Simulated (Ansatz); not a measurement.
**One shape, several levels: CH4BFSe (SMILES C[Se]BF)**

Aim: a comparison of 4 runs (HF/def2-SVP, B3LYP/6-31G*, MP2/aug-cc-pVDZ) of CH4BFSe. 

The results are computed with Ansatz 0.2.0.

2 further runs of the same task are left out: 2 for a known fault of the program.

## (1) Starting point

CH4BFSe has 8 atoms, charge 0, and is taken as a singlet. SMILES: `C[Se]BF`. Geometry: relaxed at PBE0-D4/def2-TZVP. This is one conformer, not always the lowest.

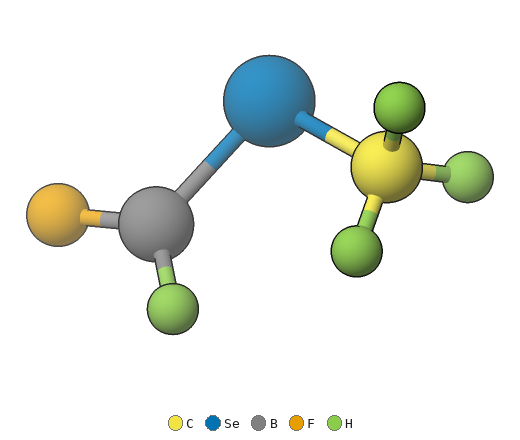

Viewed from a chosen angle; carbon yellow, selenium blue, boron grey, fluorine amber, hydrogen green.

## (2) Energy and forces at HF/def2-SVP (run 1)

Contents of job.yaml:

```yaml
crystal:
  periodic: [false, false, false]
  atoms:
    - {symbol: C, position_ang: [-0.616800, 1.012200, -0.552300]}
    - {symbol: Se, position_ang: [0.736900, 0.681100, 0.812600]}
    - {symbol: B, position_ang: [0.806100, -1.235400, 0.688400]}
    - {symbol: F, position_ang: [1.634200, -1.902200, 1.474400]}
    - {symbol: H, position_ang: [-0.942100, 0.061000, -0.968400]}
    - {symbol: H, position_ang: [-1.457800, 1.525900, -0.092200]}
    - {symbol: H, position_ang: [-0.182300, 1.632700, -1.332700]}
    - {symbol: H, position_ang: [0.114100, -1.832300, -0.085600]}
basis:
  gaussian: {orbitals: def2-SVP}
magnetization: {spin_polarized: false}
hamiltonian: {xc: hf}
accuracy: high
output: {forces: true, orbitals: {seedname: orbitals}}
```

Started as:

```sh
ansatz run job.yaml --threads 1 --pin off --max-ram 2610MiB --events-out events.jsonl --progress --plain --runs-dir runs
```

The log of the run:

```text
Warning: RAYON_NUM_THREADS=1 ignored (pool sized by the plan → 1); use --threads N
Functional definition: HF
  name "HF"
  exchange = exact_x
  correlation = 0
2052 factors; integrals over basis functions are off by at most 1.1e-8 eV
mean field evaluation 1: about -69762.9778 eV, gradient 2.6e1 eV
mean field evaluation 2: about -69763.0434 eV, gradient 2.6e1 eV
mean field evaluation 4: about -69764.7922 eV, gradient 3.0e0 eV
mean field evaluation 8: about -69764.8248 eV, gradient 1.6e-1 eV
mean field -69764.82495807 eV, -2563.8100289123 hartree, gradient 4.0e-8 eV, S^2 0.000000; 0 other end points of the search recorded, 0 dependent functions left out
the calculation of the forces begins
reference -69764.82495807 eV, -2563.8100289123 hartree; 29, 29 occupied and 65, 65 virtual orbitals, 2052 factors
Total energy: -69764.82495807 eV, -2563.8100289123 hartree
Atom 0 at    -0.616800     1.012200    -0.552300 Å, force    -0.040570     0.059105    -0.034439 eV/Å
Atom 1 at     0.736900     0.681100     0.812600 Å, force     0.048574     0.165581     0.066547 eV/Å
Atom 2 at     0.806100    -1.235400     0.688400 Å, force     0.267715    -0.443887     0.231362 eV/Å
Atom 3 at     1.634200    -1.902200     1.474400 Å, force    -0.249539     0.175604    -0.239393 eV/Å
Atom 4 at    -0.942100     0.061000    -0.968400 Å, force    -0.032895     0.122282    -0.022893 eV/Å
Atom 5 at    -1.457800     1.525900    -0.092200 Å, force     0.012200    -0.016657    -0.070583 eV/Å
Atom 6 at    -0.182300     1.632700    -1.332700 Å, force    -0.068962    -0.023427     0.008408 eV/Å
Atom 7 at     0.114100    -1.832300    -0.085600 Å, force     0.063477    -0.038600     0.060990 eV/Å
Dipole moment:    -0.342657     0.115404    -0.342016 e Å
```

Run time: 5.4 s. Hardware: 1 thread of Intel Xeon Platinum 8375C at 2.90GHz (Ice Lake), shared host; peak memory 0.31 GiB.

## (3) Energy and gradient at B3LYP/6-31G(d) (spherical functions) (run 2)

Contents of in.yaml:

```yaml
crystal:
  periodic: [false, false, false]
  atoms:
    - {symbol: C, position_ang: [-0.616800, 1.012200, -0.552300]}
    - {symbol: Se, position_ang: [0.736900, 0.681100, 0.812600]}
    - {symbol: B, position_ang: [0.806100, -1.235400, 0.688400]}
    - {symbol: F, position_ang: [1.634200, -1.902200, 1.474400]}
    - {symbol: H, position_ang: [-0.942100, 0.061000, -0.968400]}
    - {symbol: H, position_ang: [-1.457800, 1.525900, -0.092200]}
    - {symbol: H, position_ang: [-0.182300, 1.632700, -1.332700]}
    - {symbol: H, position_ang: [0.114100, -1.832300, -0.085600]}
basis:
  gaussian:
    orbitals: 6-31G_st_-spherical.json
hamiltonian:
  xc: {name: B3LYP}
accuracy: high
output: {forces: true, orbitals: {seedname: orbitals}}
```

The basis set 6-31G* is read from a file made from the Basis Set Exchange's data (not shown).

Started as:

```sh
ansatz run in.yaml --threads 1 --pin off --max-ram 2610MiB --events-out events.jsonl --progress --plain --runs-dir runs
```

The log of the run:

```text
Warning: RAYON_NUM_THREADS=1 ignored (pool sized by the plan → 1); use --threads N
Functional definition: B3LYP
  name "B3LYP"
  parameter a0 = 0.2
  parameter ax = 0.72
  parameter ac = 0.81
  exchange = (1 - a0 - ax)*slater_x + ax*b88_x + a0*exact_x
  correlation = (1 - ac)*vwn_rpa_c + ac*lyp_c
1804 factors; integrals over basis functions are off by at most 7.4e-9 eV
mean field evaluation 1: about -69836.2460 eV, gradient 4.0e1 eV
mean field evaluation 2: about -69833.6583 eV, gradient 5.3e1 eV
mean field evaluation 4: about -69839.6145 eV, gradient 1.9e0 eV
mean field evaluation 8: about -69839.7768 eV, gradient 2.5e-1 eV
mean field evaluation 16: about -69839.7769 eV, gradient 4.7e-5 eV
mean field -69839.77692730 eV, -2566.5644629771 hartree, gradient 9.9e-8 eV, S^2 0.000000; 0 other end points of the search recorded, 0 dependent functions left out
the calculation of the forces begins
reference -69839.77696016 eV, -2566.5644641848 hartree; 29, 29 occupied and 53, 53 virtual orbitals, 1804 factors
Total energy: -69839.77696016 eV, -2566.5644641848 hartree
Atom 0 at    -0.616800     1.012200    -0.552300 Å, force    -0.239813     0.071242    -0.239252 eV/Å
Atom 1 at     0.736900     0.681100     0.812600 Å, force     0.362347     0.256298     0.399677 eV/Å
Atom 2 at     0.806100    -1.235400     0.688400 Å, force    -0.140897    -0.269722    -0.172015 eV/Å
Atom 3 at     1.634200    -1.902200     1.474400 Å, force     0.160818    -0.126954     0.152845 eV/Å
Atom 4 at    -0.942100     0.061000    -0.968400 Å, force    -0.065941    -0.056581    -0.073395 eV/Å
Atom 5 at    -1.457800     1.525900    -0.092200 Å, force    -0.102186     0.052029     0.008564 eV/Å
Atom 6 at    -0.182300     1.632700    -1.332700 Å, force     0.006490     0.061343    -0.097312 eV/Å
Atom 7 at     0.114100    -1.832300    -0.085600 Å, force     0.019182     0.012345     0.020888 eV/Å
Dipole moment:    -0.289417     0.121895    -0.286510 e Å
```

Run time: 12 s. Hardware: 1 thread of Intel Xeon Platinum 8375C at 2.90GHz (Ice Lake), shared host; peak memory 0.29 GiB.

## (4) Energy and forces at B3LYP/6-31G(d) (Cartesian functions) (run 3)

Contents of run.yaml:

```yaml
crystal:
  periodic: [false, false, false]
  atoms:
    - {symbol: C, position_ang: [-0.616800, 1.012200, -0.552300]}
    - {symbol: Se, position_ang: [0.736900, 0.681100, 0.812600]}
    - {symbol: B, position_ang: [0.806100, -1.235400, 0.688400]}
    - {symbol: F, position_ang: [1.634200, -1.902200, 1.474400]}
    - {symbol: H, position_ang: [-0.942100, 0.061000, -0.968400]}
    - {symbol: H, position_ang: [-1.457800, 1.525900, -0.092200]}
    - {symbol: H, position_ang: [-0.182300, 1.632700, -1.332700]}
    - {symbol: H, position_ang: [0.114100, -1.832300, -0.085600]}
basis:
  gaussian:
    orbitals: "6-31G*"
total_charge: 0
hamiltonian:
  xc: {name: B3LYP}
accuracy: high
output: {forces: true, orbitals: {seedname: orbitals}}
```

Started as:

```sh
ansatz run run.yaml --threads 1 --pin off --max-ram 2610MiB --events-out events.jsonl --progress --plain --runs-dir runs
```

The log of the run:

```text
Warning: RAYON_NUM_THREADS=1 ignored (pool sized by the plan → 1); use --threads N
Functional definition: B3LYP
  name "B3LYP"
  parameter a0 = 0.2
  parameter ax = 0.72
  parameter ac = 0.81
  exchange = (1 - a0 - ax)*slater_x + ax*b88_x + a0*exact_x
  correlation = (1 - ac)*vwn_rpa_c + ac*lyp_c
1832 factors; integrals over basis functions are off by at most 8.2e-9 eV
mean field evaluation 1: about -69836.5600 eV, gradient 4.1e1 eV
mean field evaluation 2: about -69833.9614 eV, gradient 5.3e1 eV
mean field evaluation 4: about -69839.9289 eV, gradient 2.0e0 eV
mean field evaluation 8: about -69840.0421 eV, gradient 2.4e-1 eV
mean field evaluation 16: about -69840.0422 eV, gradient 3.0e-5 eV
mean field -69840.04218563 eV, -2566.5742110412 hartree, gradient 6.5e-8 eV, S^2 0.000000; 0 other end points of the search recorded, 0 dependent functions left out
the calculation of the forces begins
reference -69840.04221847 eV, -2566.5742122480 hartree; 29, 29 occupied and 59, 59 virtual orbitals, 1832 factors
Total energy: -69840.04221847 eV, -2566.5742122480 hartree
Atom 0 at    -0.616800     1.012200    -0.552300 Å, force    -0.241635     0.072810    -0.240995 eV/Å
Atom 1 at     0.736900     0.681100     0.812600 Å, force     0.361830     0.257999     0.399296 eV/Å
Atom 2 at     0.806100    -1.235400     0.688400 Å, force    -0.129043    -0.272430    -0.160047 eV/Å
Atom 3 at     1.634200    -1.902200     1.474400 Å, force     0.148310    -0.123483     0.140296 eV/Å
Atom 4 at    -0.942100     0.061000    -0.968400 Å, force    -0.066394    -0.052478    -0.073492 eV/Å
Atom 5 at    -1.457800     1.525900    -0.092200 Å, force    -0.099995     0.050552     0.006723 eV/Å
Atom 6 at    -0.182300     1.632700    -1.332700 Å, force     0.004720     0.059556    -0.095295 eV/Å
Atom 7 at     0.114100    -1.832300    -0.085600 Å, force     0.022207     0.007474     0.023513 eV/Å
Dipole moment:    -0.289914     0.121524    -0.287061 e Å
```

Wall time 12 s (1 thread of Intel Xeon Platinum 8375C at 2.90GHz (Ice Lake), shared host); peak memory 0.31 GiB.

## (5) Energy and forces at MP2/aug-cc-pVDZ (run 4)

Contents of input.yaml:

```yaml
crystal:
  periodic: [false, false, false]
  atoms:
    - {symbol: C, position_ang: [-0.616800, 1.012200, -0.552300]}
    - {symbol: Se, position_ang: [0.736900, 0.681100, 0.812600]}
    - {symbol: B, position_ang: [0.806100, -1.235400, 0.688400]}
    - {symbol: F, position_ang: [1.634200, -1.902200, 1.474400]}
    - {symbol: H, position_ang: [-0.942100, 0.061000, -0.968400]}
    - {symbol: H, position_ang: [-1.457800, 1.525900, -0.092200]}
    - {symbol: H, position_ang: [-0.182300, 1.632700, -1.332700]}
    - {symbol: H, position_ang: [0.114100, -1.832300, -0.085600]}
basis:
  gaussian: {orbitals: aug-cc-pVDZ}
accuracy: high
correlation: {method: mp2, frozen_orbitals: {B: 1, C: 1, F: 1, H: 0, Se: 9}}
output: {forces: true, orbitals: {seedname: orbitals}}
```

Started as:

```sh
ansatz run input.yaml --threads 1 --pin off --max-ram 2610MiB --events-out events.jsonl --progress --plain --runs-dir runs
```

The log of the run:

```text
Warning: RAYON_NUM_THREADS=1 ignored (pool sized by the plan → 1); use --threads N
Functional definition: HF
  name "HF"
  exchange = exact_x
  correlation = 0
2790 factors; integrals over basis functions are off by at most 4.9e-9 eV
mean field evaluation 1: about -69773.7633 eV, gradient 2.9e1 eV
mean field evaluation 2: about -69773.8127 eV, gradient 3.0e1 eV
mean field evaluation 4: about -69775.9672 eV, gradient 3.1e0 eV
mean field evaluation 8: about -69776.0065 eV, gradient 2.0e-1 eV
mean field -69776.00676985 eV, -2564.2209529158 hartree, gradient 1.9e-8 eV, S^2 0.000000; 0 other end points of the search recorded, 0 dependent functions left out
12 core orbitals not correlated: weight in the atoms' cores, before any rotation towards them, 1.000 or more for the frozen orbitals, at most 0.000 for the correlated occupied ones
reference -69776.00676985 eV, -2564.2209529158 hartree; 17, 17 occupied and 112, 112 virtual orbitals, 2790 factors
second order -15.90084199 eV of doubles, -0.00000000 eV of singles
the calculation of the forces begins
mean field evaluation 16: about -69776.0068 eV, gradient 1.9e-8 eV
Total energy: -69791.90761184 eV, -2564.8052980810 hartree
Atom 0 at    -0.616800     1.012200    -0.552300 Å, force     0.103139    -0.035875     0.102252 eV/Å
Atom 1 at     0.736900     0.681100     0.812600 Å, force     0.178478     0.169380     0.200881 eV/Å
Atom 2 at     0.806100    -1.235400     0.688400 Å, force    -0.882671     0.664835    -0.841901 eV/Å
Atom 3 at     1.634200    -1.902200     1.474400 Å, force     0.964454    -0.769552     0.916040 eV/Å
Atom 4 at    -0.942100     0.061000    -0.968400 Å, force    -0.124844    -0.300573    -0.154213 eV/Å
Atom 5 at    -1.457800     1.525900    -0.092200 Å, force    -0.277279     0.157519     0.138532 eV/Å
Atom 6 at    -0.182300     1.632700    -1.332700 Å, force     0.131232     0.192186    -0.258252 eV/Å
Atom 7 at     0.114100    -1.832300    -0.085600 Å, force    -0.092508    -0.077920    -0.103339 eV/Å
Dipole moment:    -0.307145     0.166621    -0.300255 e Å
```

Run time: 32 s. Hardware: 1 thread of Intel Xeon Platinum 8375C at 2.90GHz (Ice Lake), shared host; peak memory 0.68 GiB.

## (6) All runs side by side

```tsv
run	level	Cartesian functions	frozen core orbitals	energy (Eh)	dipole moment (D)	HOMO energy (eV)	LUMO energy (eV)	wall time
1	HF/def2-SVP	no	–	-2563.810029	2.39	-9.66	3.14	5.4 s
2	B3LYP/6-31G* (spherical functions)	no	–	-2566.564464	2.04	-6.81	-0.35	12 s
3	B3LYP/6-31G* (Cartesian functions)	yes	–	-2566.574212	2.04	-6.81	-0.36	12 s
4	MP2/aug-cc-pVDZ	no	12	-2564.805298	2.21	-9.68	0.92	32 s
```

## (7) Summary of results

| quantity | value |
| --- | --- |
| run 4: total energy | -2564.80530 Eh |
| run 4: dipole moment (correlated density) | 2.21 D |
| run 4: HOMO energy (Hartree–Fock orbitals) | -9.68 eV |
| run 4: LUMO energy (Hartree–Fock orbitals) | 0.92 eV |
| run 4: HOMO–LUMO gap (Hartree–Fock orbitals) | 10.60 eV |
| run 4: correlation energy (12 core orbitals frozen) | -584.3 mEh |
| run 4: largest force on an atom | 1.537 eV/Å |

In words: The dipole moment (its size) runs from 2.04 D (B3LYP/6-31G*) to 2.39 D (HF/def2-SVP). The two ends differ in method and basis. Over runs 1, 2, 3 the HOMO–LUMO gap runs from 6.46 eV (B3LYP/6-31G*) to 12.80 eV (HF/def2-SVP). All runs together took 61 s, the longest 32 s.
